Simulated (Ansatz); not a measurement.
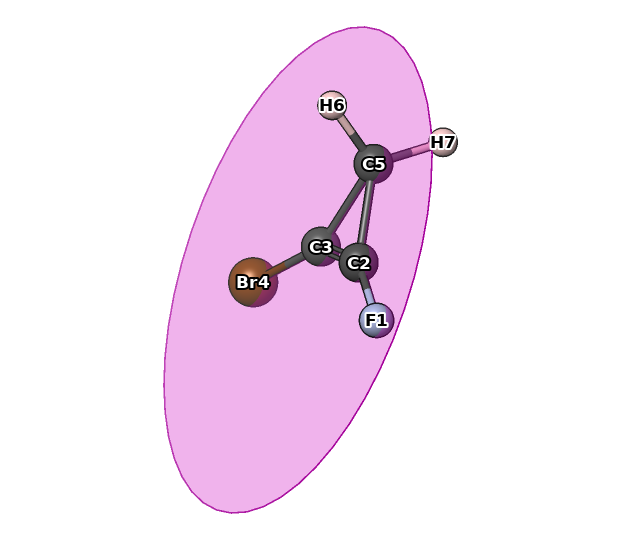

A disc through the centre of mass is drawn in. Depth is shown by fading: the farther an atom, the more it takes the colour of the background. Computed geometry: PBE0-D4/def2-TZVP optimisation. No frequency run is at hand to confirm it as a minimum.

Question: Is the plane of the disc a mirror plane of the structure?

Answer: Yes. The reflection leaves F1, C2, C3, Br4, C5 in place and moves H6 ↔ H7. The point group is Cs.
